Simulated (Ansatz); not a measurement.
The starting structures come from a database of crystals and need not be the phases stable at ambient conditions.

 Where the default PAW files enter, the runs use the earlier of Ansatz's two default sets.

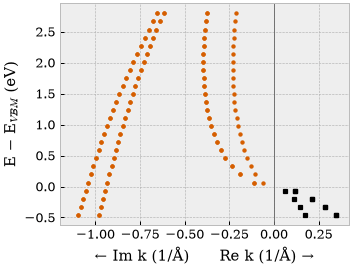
Fig. 1. Complex bands at the centre of the two-dimensional zone; Ansatz (a program for electronic structure) with r2SCAN

No gap correction and no spin-orbit coupling; mid-gap values are interpolated between computed energies.

Question: This is CaSe (Fm-3m, rock salt, not sure to be the ambient phase, 2 atoms a cell, 26.2 Å³ an atom) along the normal of (111). Read off the slowest decay at the centre of the two-dimensional zone at 1.24 eV, the computed energy nearest the middle of the gap.

Answer: κ ≈ 0.22 1/Å, a decay length 1/(2κ) of the density of 2.3 Å.
